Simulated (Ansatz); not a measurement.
**Sb (R-3m, 2 atoms in the cell) under uniaxial strain along c**

Aim: how do the optical modes of Sb (R-3m, 2 atoms in the cell) shift and split under this strain?

Method: DFT LDA, scalar-relativistic, plane waves, PAW; PAW set soft_1, in Ansatz 0.2.0.

## (1) The starting structure

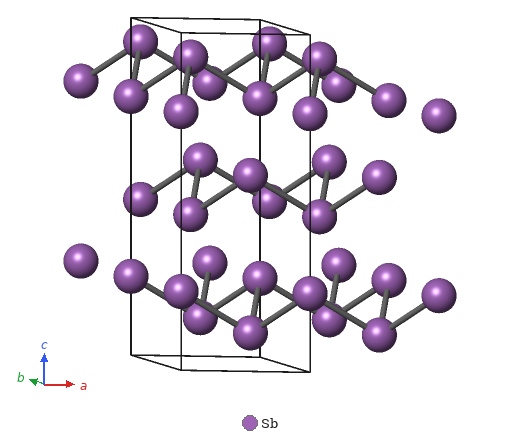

The starting structure, seen slightly off an axis (antimony purple). 2×2×1 cells are drawn. This picture shows the conventional cell, with its axes. Bonds to atoms that aren't drawn are left out. Some periodic images of atoms are drawn too.

## (2) Bringing the structure to rest

Harmonic phonons are second derivatives at a point where the forces vanish, and they are wanted at zero stress, so atoms and cell are relaxed first.

Contents of input.yaml:

```yaml
crystal:
  lattice:
    - [2.1542, 1.2437279499, 3.758]
    - [-2.1542, 1.2437279499, 3.758]
    - [0.0, -2.4874558998, 3.758]
  atoms:
    - { symbol: Sb, position: [0.23349, 0.23349, 0.23349] }
    - { symbol: Sb, position: [0.76651, 0.76651, 0.76651] }
kpoints:
  mp_grid: { grid: [12, 12, 12] }
hamiltonian:
  xc: lda
  pseudopotentials: { kind: paw, azcp: { folder: soft_1 }, xc_functional: pbe }
scf:
  occupations: { method: gaussian, width: 0.1 }
output:
  forces: true
  stress: true
  eigenvalues: true
  write_density: true
  write_potential: true
  elf: true
  volumetric_format: npy
relax:
  adjacent_minimum: "off"
  f_tol: 0.005
  max_steps: 80
  cell: { stress_tol: 0.05 }
```

Command:

```
ansatz run input.yaml --threads 4 --pin off --max-ram 10240MiB --backend cpu --events-out ev --progress --plain --runs-dir out
```

Numbers of over 12 decimals in the logs are rounded to 6 here.

The program printed:

```text
Engine: ansatz 0.2.0, x86_64-unknown-linux-gnu
Pseudopotentials: kind: paw
Pseudopotential: Sb, paw, valence charge 15, recommended cutoff 420 eV (normal), soft_1/Sb.paw.azcp
Functional definition: SPW92
  exchange = slater_x
  correlation = pw_c
Crystal: 2 atoms, lattice volume = 60.411 Å³
Basis set: ecut = 420 eV, 1195 PW (Γ)
Bands: 19, of which v1, the nominal top of the filled ones, is band 15 counted from 1 (14 counted from 0)
Symmetry: 12 space group operations
Space group: R-3m (ITA 166), of the structure as read, at distance tolerance 3.9e-5 Å
k-points: 189 of 1728
Non-local potential: Sb, projectors of the file, l = 0: 2, l = 1: 2, l = 2: 2, l = 3: 1
PAW form: soft (Blöchl's): semilocal exchange-correlation on the pseudo side does not see the compensation charge
PAW frozen core: Sb, regenerated for the run's functional, and the local potential with it (the file was generated under x = pbe(κ = 0.804, μ = 0.219515), c = pbe(β = 0.066725))
PAW one-centre angular grid: Sb, 590 points (default); XC on 64 Gauss nodes
Initial density: superposition of atomic densities (chi_scale 0.1, normalization cell)
Initial wavefunctions: pseudopotential atomic-orbital guess
Functional: x = slater, c = lda
SCF iter   1: F=—  HF=-12671.787980 eV  |F-HF|=—  |Δ(HF+E_count)|=         —  Δρ=1.51e-2  dr2=1.13e-1  ethr=3.10e-3  ⟨swp⟩=6.1  Hψ=19486  notcnv=0
preconditioner: auto → none  [insulator: Δε(μ)=0.140 eV  Ē_g=8.702 eV  σ=0.100 eV  W_gap=0.63  n_scr=14 (ndim 8)  ℏωp=15.1 eV  f_vac=0.000  D(μ)=0.11/eV (n_scr^D=0)  ε∞_Penn≈4.0]
SCF iter   2: F=—  HF=-12671.762432 eV  |F-HF|=—  |Δ(HF+E_count)|=   2.55e-2  Δρ=6.87e-3  dr2=2.25e-2  ethr=3.77e-4  ⟨swp⟩=1.3  Hψ=5210  notcnv=0
SCF iter   3: F=—  HF=-12671.758721 eV  |F-HF|=—  |Δ(HF+E_count)|=   3.71e-3  Δρ=5.67e-4  dr2=1.67e-4  ethr=7.51e-5  ⟨swp⟩=2.3  Hψ=5368  notcnv=0
SCF iter   4: F=—  HF=-12671.758720 eV  |F-HF|=—  |Δ(HF+E_count)|=   8.48e-7  Δρ=2.75e-4  dr2=4.78e-5  ethr=5.56e-7  ⟨swp⟩=2.0  Hψ=6429  notcnv=0
SCF iter   5: F=—  HF=-12671.758707 eV  |F-HF|=—  |Δ(HF+E_count)|=   1.31e-5  Δρ=5.91e-5  dr2=1.52e-6  ethr=1.59e-7  ⟨swp⟩=2.4  Hψ=6010  notcnv=0
SCF iter   6: F=-12671.758706 eV  HF=-12671.758706 eV  |F-HF|=1.97e-8  |Δ(HF+E_count)|=   2.41e-7  Δρ=1.12e-5  dr2=5.69e-8  ethr=3.33e-10  ⟨swp⟩=11.1  Hψ=28781  notcnv=0
SCF 1 converged in 6 iterations: F = -12671.758706 eV  dr2 = 5.69e-8
  greatest PAW one-centre occupation: 0.997 electrons in one spin orbital (limit 2), on the Sb atom at site 1 (counted from 0), in its partial waves of l = 2
relax step   1: F+E_penalty+E_count = -12671.75870633 eV  Δ(F+E_penalty+E_count) = +0.000e0 eV  max|allowed force component| = 4.709e-2 eV/Å  Δτ_max = 0.0000 Å  P = -1.169 GPa  Ω = 60.411 Å³  (6 SCF iters, dr2 threshold 1.00e-7 eV, accepted)
Crystal: 2 atoms, lattice volume = 58.084 Å³
Basis set: ecut = 420 eV, 1141 PW (Γ)
Initial density: handed on by an earlier stage of this run
Initial wavefunctions: those handed on with the density
iter 1 solved again at ethr=2.02e-6 eV; its pass at ethr=3.10e-3 eV (dr2=6.06e-4 eV) is discarded
SCF iter   1: F=—  HF=-12671.766345 eV  |F-HF|=—  |Δ(HF+E_count)|=         —  Δρ=1.12e-3  dr2=5.59e-4  ethr=2.02e-6  ⟨swp⟩=2.7  Hψ=25244  notcnv=0
preconditioner: auto → none  [insulator: Δε(μ)=0.135 eV  Ē_g=8.849 eV  σ=0.100 eV  W_gap=0.62  n_scr=14 (ndim 8)  ℏωp=15.4 eV  f_vac=0.000  D(μ)=0.14/eV (n_scr^D=0)  ε∞_Penn≈4.0]
SCF iter   2: F=—  HF=-12671.766283 eV  |F-HF|=—  |Δ(HF+E_count)|=   6.19e-5  Δρ=4.99e-4  dr2=1.08e-4  ethr=1.86e-6  ⟨swp⟩=2.0  Hψ=6392  notcnv=0
SCF iter   3: F=—  HF=-12671.766288 eV  |F-HF|=—  |Δ(HF+E_count)|=   5.04e-6  Δρ=1.35e-4  dr2=1.19e-5  ethr=3.60e-7  ⟨swp⟩=2.0  Hψ=3988  notcnv=0
iter 4 did not close the SCF: its close was put off for the readings that it lacked (scf_convergence_deferred on its scf_iter line)
SCF iter   4: F=-12671.766285 eV  HF=-12671.766285 eV  |F-HF|=7.72e-9  |Δ(HF+E_count)|=   2.46e-6  Δρ=2.30e-5  dr2=1.29e-7  ethr=3.95e-8  ⟨swp⟩=2.0  Hψ=6429  notcnv=0
iter 5 did not close the SCF: its close was put off for the readings that it lacked (scf_convergence_deferred on its scf_iter line)
SCF iter   5: F=-12671.766285 eV  HF=-12671.766285 eV  |F-HF|=3.69e-9  |Δ(HF+E_count)|=   1.02e-8  Δρ=4.66e-6  dr2=6.73e-9  ethr=4.30e-10  ⟨swp⟩=2.9  Hψ=6749  notcnv=0
SCF iter   6: F=-12671.766285 eV  HF=-12671.766285 eV  |F-HF|=2.91e-11  |Δ(HF+E_count)|=   1.80e-9  Δρ=4.31e-7  dr2=7.27e-11  ethr=2.24e-11  ⟨swp⟩=6.4  Hψ=20686  notcnv=0
SCF 2 converged in 6 iterations: F = -12671.766285 eV  dr2 = 7.27e-11
relax step   2: F+E_penalty+E_count = -12671.76628530 eV  Δ(F+E_penalty+E_count) = -7.579e-3 eV  max|allowed force component| = 8.291e-2 eV/Å  Δτ_max = 0.0173 Å  P = +0.677 GPa  Ω = 58.084 Å³  energy of the carried Pulay correction = +3.294e-4 eV  (6 SCF iters, dr2 threshold 2.00e-7 eV, accepted)
Crystal: 2 atoms, lattice volume = 58.458 Å³
Basis set: ecut = 420 eV, 1153 PW (Γ)
iter 1 solved again at ethr=3.67e-7 eV; its pass at ethr=3.10e-3 eV (dr2=1.10e-4 eV) is discarded
SCF iter   1: F=—  HF=-12671.768887 eV  |F-HF|=—  |Δ(HF+E_count)|=         —  Δρ=3.85e-4  dr2=9.25e-5  ethr=3.67e-7  ⟨swp⟩=2.9  Hψ=24486  notcnv=0
preconditioner: auto → none  [insulator: Δε(μ)=0.130 eV  Ē_g=8.808 eV  σ=0.100 eV  W_gap=0.54  n_scr=14 (ndim 8)  ℏωp=15.4 eV  f_vac=0.001  D(μ)=0.12/eV (n_scr^D=0)  ε∞_Penn≈4.0]
SCF iter   2: F=—  HF=-12671.768867 eV  |F-HF|=—  |Δ(HF+E_count)|=   2.00e-5  Δρ=1.71e-4  dr2=1.44e-5  ethr=3.08e-7  ⟨swp⟩=1.8  Hψ=4381  notcnv=0
SCF iter   3: F=—  HF=-12671.768866 eV  |F-HF|=—  |Δ(HF+E_count)|=   1.51e-6  Δρ=2.84e-5  dr2=2.71e-7  ethr=4.81e-8  ⟨swp⟩=2.4  Hψ=4799  notcnv=0
iter 4 did not close the SCF: its close was put off for the readings that it lacked (scf_convergence_deferred on its scf_iter line)
SCF iter   4: F=-12671.768866 eV  HF=-12671.768866 eV  |F-HF|=7.71e-9  |Δ(HF+E_count)|=   2.83e-8  Δρ=9.14e-6  dr2=2.62e-8  ethr=9.02e-10  ⟨swp⟩=2.0  Hψ=6429  notcnv=0
iter 5 did not close the SCF: its close was put off for the readings that it lacked (scf_convergence_deferred on its scf_iter line)
SCF iter   5: F=-12671.768866 eV  HF=-12671.768866 eV  |F-HF|=2.01e-9  |Δ(HF+E_count)|=  1.60e-10  Δρ=1.65e-6  dr2=2.19e-9  ethr=8.73e-11  ⟨swp⟩=2.1  Hψ=5844  notcnv=0
SCF iter   6: F=-12671.768866 eV  HF=-12671.768866 eV  |F-HF|=1.82e-12  |Δ(HF+E_count)|=  8.73e-10  Δρ=2.06e-7  dr2=1.17e-11  ethr=7.31e-12  ⟨swp⟩=5.5  Hψ=20401  notcnv=0
SCF 3 converged in 6 iterations: F = -12671.768866 eV  dr2 = 1.17e-11
relax step   3: F+E_penalty+E_count = -12671.76886558 eV  Δ(F+E_penalty+E_count) = -2.580e-3 eV  max|allowed force component| = 2.801e-2 eV/Å  Δτ_max = 0.0042 Å  P = +0.093 GPa  Ω = 58.458 Å³  energy of the carried Pulay correction = +2.755e-4 eV  (6 SCF iters, dr2 threshold 2.00e-7 eV, accepted)
[...]
relax step   4: F+E_penalty+E_count = -12671.76902439 eV  Δ(F+E_penalty+E_count) = -1.588e-4 eV  max|allowed force component| = 4.573e-2 eV/Å  Δτ_max = 0.0104 Å  P = -0.077 GPa  Ω = 58.350 Å³  energy of the carried Pulay correction = +2.911e-4 eV  (5 SCF iters, dr2 threshold 9.29e-8 eV, accepted)
[...]
relax step   5: F+E_penalty+E_count = -12671.76926490 eV  Δ(F+E_penalty+E_count) = -2.405e-4 eV  max|allowed force component| = 6.460e-3 eV/Å  Δτ_max = 0.0051 Å  P = +0.009 GPa  Ω = 58.355 Å³  energy of the carried Pulay correction = +2.903e-4 eV  (4 SCF iters, dr2 threshold 1.31e-7 eV, accepted)
[...]
relax step   6: F+E_penalty+E_count = -12671.76929372 eV  Δ(F+E_penalty+E_count) = -2.883e-5 eV  max|allowed force component| = 6.247e-4 eV/Å  Δτ_max = 0.0001 Å  P = +0.005 GPa  Ω = 58.369 Å³  energy of the carried Pulay correction = +2.883e-4 eV  (3 SCF iters, dr2 threshold 1.62e-8 eV, accepted)
Initial wavefunctions: pseudopotential atomic-orbital guess (no wavefunctions were taken with the density)
iter 1 solved again at ethr=4.78e-7 eV; its pass at ethr=3.10e-3 eV (dr2=1.43e-4 eV) is discarded
SCF iter   1: F=—  HF=-12671.769027 eV  |F-HF|=—  |Δ(HF+E_count)|=         —  Δρ=3.95e-5  dr2=2.49e-7  ethr=4.78e-7  ⟨swp⟩=3.2  Hψ=28762  notcnv=0
SCF iter   2: F=—  HF=-12671.769027 eV  |F-HF|=—  |Δ(HF+E_count)|=   4.86e-7  Δρ=1.95e-5  dr2=4.90e-8  ethr=8.29e-10  ⟨swp⟩=2.6  Hψ=6565  notcnv=0
SCF iter   3: F=—  HF=-12671.769027 eV  |F-HF|=—  |Δ(HF+E_count)|=   3.47e-9  Δρ=3.34e-6  dr2=3.36e-9  ethr=1.63e-10  ⟨swp⟩=2.0  Hψ=5793  notcnv=0
SCF iter   4: F=—  HF=-12671.769027 eV  |F-HF|=—  |Δ(HF+E_count)|=  7.08e-10  Δρ=9.00e-7  dr2=3.95e-10  ethr=1.12e-11  ⟨swp⟩=2.0  Hψ=6346  notcnv=0
SCF iter   5: F=—  HF=-12671.769027 eV  |F-HF|=—  |Δ(HF+E_count)|=  6.73e-11  Δρ=3.35e-7  dr2=8.02e-11  ethr=1.32e-12  ⟨swp⟩=2.4  Hψ=4278  notcnv=0
SCF iter   6: F=-12671.769027 eV  HF=-12671.769027 eV  |F-HF|=0.00e0  |Δ(HF+E_count)|=  2.73e-11  Δρ=6.02e-8  dr2=2.73e-12  ethr=1.00e-12  ⟨swp⟩=6.1  Hψ=16742  notcnv=0
SCF 7 converged in 6 iterations: F = -12671.769027 eV  dr2 = 2.73e-12
relax step   7: F+E_penalty+E_count = -12671.76902721 eV  Δ(F+E_penalty+E_count) = +2.665e-4 eV  max|allowed force component| = 7.448e-4 eV/Å  Δτ_max = 0.0000 Å  P = +0.003 GPa  Ω = 58.369 Å³  stress off target by 3.59e-3 GPa  SCF on the basis re-selected at this cell (its energy is not comparable with the rows above)  (6 SCF iters)
basis re-selected at this cell: Δ(F+E_penalty+E_count) = +2.665e-4 eV, ΔP = -0.002 GPa vs the last step (what re-selecting the basis moved, of the pressure what is left beyond the Pulay correction that the steps carried, after the strain that the cell walked since its last selection, with what the two solves' SCF thresholds leave and, on support functions, any second-order correction that the steps lacked; it is no measure of the basis error at this ecutwfc). The dense FFT grid was sized anew with the basis: this SCF ran on 30×30×30 points, the steps before it on 32×32×32, so part of this shift can come from that change (see relax.cell in the input reference). [rest of the remark cut]
SCF converged after 6 iterations
Free energy (F): -12671.769027 eV
Harris-Foulkes:  -12671.769027 eV  (|F-HF|=0.00e0)
Internal energy: -12671.768403 eV  (E = F + TS)
E sigma→0 (E₀):  -12671.768715 eV
Entropy (-TS):   -0.000624 eV (-0.312 meV/atom)
Fermi energy:    10.415979 eV
--- Per-component energies (eV) ---
  E_band       = -325.092371
  E_kinetic    = 328.813476
  E_local      = -3115.529862  (includes V_loc(G=0)·N_el)
  E_nonlocal   = 787.603621
  E_hartree    = 1287.965623
  E_xc         = -198.072865
  E_vxc        = -183.706096  (∫ρ·V_xc dr)
  E_paw        = -8789.639819  (= ΣΔE_a)
  E_vpaw       = -718.204953  (= ΣTr[D̂ρ^β])
  E_aug_tail   = 0.000249  (compensation charges beyond the density's cutoff)
  E_ewald      = -2974.026447
  E_core_change = 1.117622  (= ΣΔE_core)
  E_smearing   = -0.000624  (= −TS)
  E_closure    = -0.000000  (closes the sum)
  Σ components = -12671.769027   (vs F -12671.769027, Δ=0.00e0)
--- Forces (eV/Å), atoms counted from 1 ---
  atom   1  Sb     0.00000000     0.00000000     0.00074479
  atom   2  Sb    -0.00000000    -0.00000000    -0.00074479
  max |Σ_I F_I| component: 5.78e-19 eV/Å
--- Stress (GPa, compression-positive) ---
        0.002597      -0.000000      -0.000000
       -0.000000       0.002597      -0.000000
       -0.000000      -0.000000       0.003591
  P = ⅓ Tr σ = 0.0029 GPa (0.029 kbar)
--- Band table (eV; the first three rows and the last of 189) ---
  k-point 0: bands = [... 11 lower, 5.7093, 8.4777, 8.6172, 8.6172, 12.8275, 13.3120, 13.3120, 15.5323]
  k-point 1: bands = [... 11 lower, 5.3215, 8.5006, 8.6089, 8.8075, 12.7320, 13.0843, 13.0845, 15.2170]
  k-point 2: bands = [... 11 lower, 4.4372, 8.5223, 8.5941, 9.1786, 12.3561, 12.5217, 12.5436, 15.0609]
  k-point 188: bands = [... 11 lower, 1.1842, 9.1954, 9.1954, 9.9898, 10.4081, 10.4081, 11.4053, 17.8437]
--- Relaxed structure (6 steps of the walk, 6 accepted, 1 SCFs on fresh bases) ---
  F+E_penalty+E_count = -12671.76902721 eV   max|allowed force component| = 7.448e-4 eV/Å   (the final SCF, on the basis selected at the relaxed cell)
  cell:  # Å, volume = 58.3689 Å³
    - [2.147247, 1.239714, 3.654488]
    - [-2.147247, 1.239714, 3.654488]
    - [0, -2.479427, 3.654488]
  atoms:
    - { symbol: Sb, position: [0.235874, 0.235874, 0.235874] }
    - { symbol: Sb, position: [0.764126, 0.764126, 0.764126] }
```

Elapsed: 48 s, on 4 threads of Intel Xeon at 2.50GHz (Skylake/Cascade Lake), shared host; peak memory 0.52 GiB; 2.9 min of CPU time.

Relaxation path:

```csv
step,energy less that of the first step (eV),largest force component (eV/Å),pressure (GPa),volume (Å³)
1,0.0000,0.0471,-1.17,60.41
2,-0.0076,0.0829,0.68,58.08
3,-0.0102,0.0280,0.09,58.46
4,-0.0103,0.0457,-0.08,58.35
5,-0.0106,0.0065,0.01,58.35
6,-0.0106,0.0006,0.01,58.37
7*,-0.0103,0.0007,0.00,58.37
```

Relaxation steps marked * repeat the geometry before them on a plane-wave basis chosen anew for their cell, so energy and pressure can jump there.

The run keeps the 12 symmetry operations that it works with, so distortions that break them were not tested.

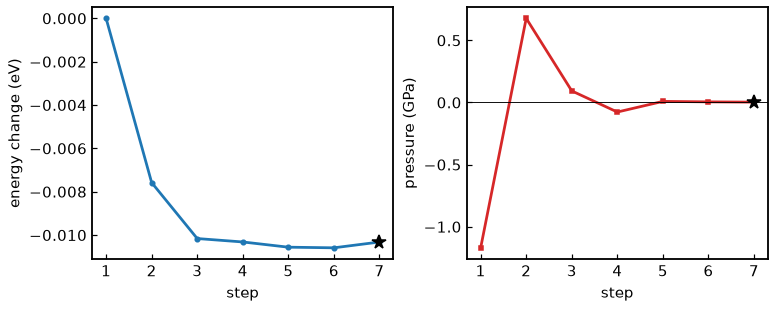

Energy and pressure along the relaxation. Stars mark steps on a basis chosen anew.

```csv
"conventional cell, symmetrised",before,after,change
a (Å),4.308,4.294,-0.3 %
b (Å),4.308,4.294,-0.3 %
c (Å),11.274,10.963,-2.8 %
volume (Å³/atom),30.21,29.18,-3.4 %
```

The atoms that moved most (Å, as changes of fractional coordinates times the final cell):

```csv
atom,dx,dy,dz,length
Sb1,0.000,0.000,0.026,0.026
Sb2,0.000,0.000,-0.026,0.026
```

The relaxed structure:

```xyz
2
Lattice="2.1472 1.2397 3.6545 -2.1472 1.2397 3.6545 0.0000 -2.4794 3.6545" Properties=species:S:1:pos:R:3 pbc="T T T"
Sb    0.0000    0.0000    2.5860
Sb    0.0000    0.0000    8.3775
```

Numbers from this step:

```yaml
pressure: 0.002929 GPa
volume_per_atom: 29.18 Å³
gap_on_the_k_mesh: 0 eV
```

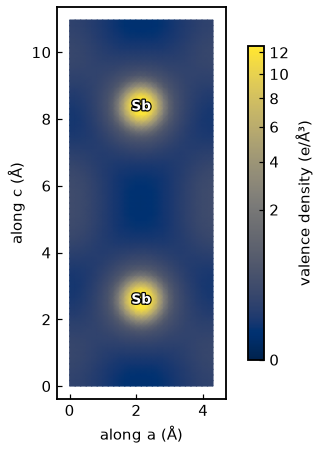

Valence density in the ac plane of the conventional cell at fractional y = 0.000, with atoms of Sb within 0.2 Å of it. It is the smooth field of the valence electrons, not physical close to the nuclei. The map starts off the cell's origin, so that atoms lie inside it. The colour scale is stretched toward low values.

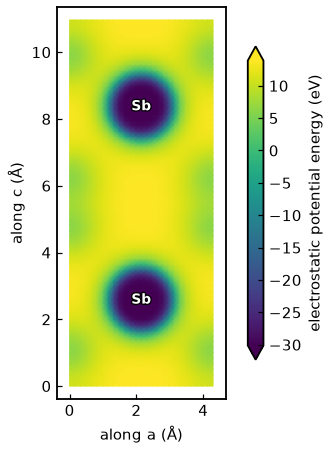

Electrostatic potential energy in the ac plane of the conventional cell at fractional y = 0.000, with atoms of Sb within 0.2 Å of it. With pseudopotentials it is smooth inside the atoms' cores, unlike the true potential. The map starts off the cell's origin, so that atoms lie inside it.

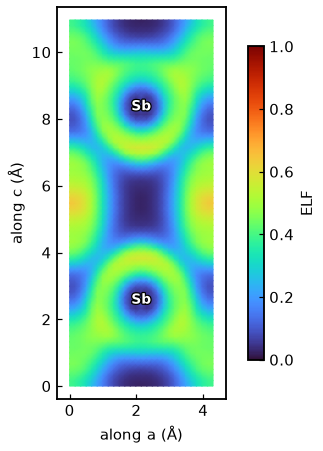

ELF in the ac plane of the conventional cell at fractional y = 0.000, with atoms of Sb within 0.2 Å of it. It is the smooth field of the valence electrons, not physical close to the nuclei. The map starts off the cell's origin, so that atoms lie inside it.

In this step the volume went from 30.21 to 29.18 Å³/atom.

## (3) Tight relaxation

Phonons need small forces and stress, so the relaxation is finished with tight tolerances on 12×12×12 k points.

input.yaml, the sections that differ from step 2:

```yaml
crystal:
  lattice:
    - [2.1472471412, 1.239713715, 3.6544875606]
    - [-2.1472471412, 1.239713715, 3.6544875606]
    - [0.0, -2.4794274299, 3.6544875606]
  atoms:
    - { symbol: Sb, position: [0.2358739068, 0.2358739068, 0.2358739068] }
    - { symbol: Sb, position: [0.7641260932, 0.7641260932, 0.7641260932] }
scf:
  occupations: { method: methfessel_paxton, width: 0.2 }
output:
  forces: true
  stress: true
  eigenvalues: true
relax:
  adjacent_minimum: "off"
  f_tol: 0.001
  max_steps: 60
  cell: { stress_tol: 0.01 }
# kpoints, hamiltonian: as in step 2
```

The program printed:

```text
[...]
Crystal: 2 atoms, lattice volume = 58.369 Å³
Basis set: ecut = 420 eV, 1153 PW (Γ)
Bands: 19, of which v1, the nominal top of the filled ones, is band 15 counted from 1 (14 counted from 0)
Symmetry: 12 space group operations
[...]
k-points: 189 of 1728
[...]
k-point 188: bands = [... 11 lower, 1.1847, 9.1858, 9.1858, 9.9779, 10.4032, 10.4032, 11.4000, 17.8341]
--- Relaxed structure (3 steps of the walk, 3 accepted, 1 SCFs on fresh bases) ---
[...]
cell:  # Å, volume = 58.3919 Å³
    - [2.147724, 1.239989, 3.654304]
    - [-2.147724, 1.239989, 3.654304]
    - [0, -2.479978, 3.654304]
  atoms:
    - { symbol: Sb, position: [0.235812, 0.235812, 0.235812] }
    - { symbol: Sb, position: [0.764188, 0.764188, 0.764188] }
[key lines of the parts left out:]
SCF converged after 7 iterations
Free energy (F): -12671.767921 eV
Fermi energy:    10.434636 eV
P = ⅓ Tr σ = -0.0009 GPa (-0.009 kbar)
```

Run time: 25 s. Hardware: 4 threads; peak memory 0.51 GiB; 92 s of CPU time.

Little changed from the start: no atom moved by 0.005 Å and no cell edge by 0.1 %.

Numbers from this step:

- pressure: -8.60e-4 GPa
- volume per atom: 29.20 Å³

The largest force component left is 0.32 meV/Å and the pressure is -0.001 GPa, within the tolerances set. The cell now holds 29.20 Å³/atom.

(Part 1 of 2 ends here.)

[Logs are printed without paths, hosts, clocks, repeated set-up lines and the standing remarks that a program may print on its own settings, such as how far it seeks lower states.]

[Hosts, paths, dates, database ids (printed as entryN), source tags and the programs' standing remarks are cut or masked in the printed files.]
